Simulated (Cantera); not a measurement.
Input: 1 mol CF4, 0.012 mol F2, held at 41.0 Pa.

Cantera equilibrium calculation (NASA polynomials, part measured and part estimated; ideal gas, pure solids and liquids). Candidate condensed phases: C; 13 gas species. Gases not in the tables: C2F6 and larger saturated fluorocarbons. Kinetics and transport are ignored.

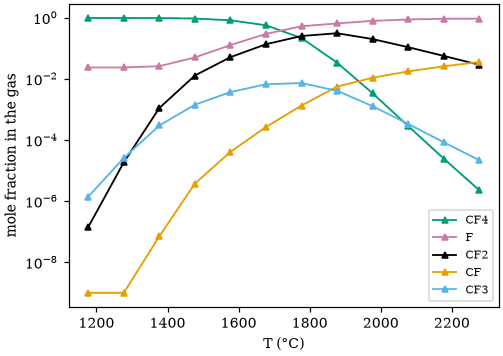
*Equilibrium gas composition (values under 1e-9 drawn at 1e-9)*

Read off the mole fractions at 2077 °C.

F about 0.87, CF2 about 0.11, CF about 0.017, CF3 about 0.00033, CF4 about 0.00029.
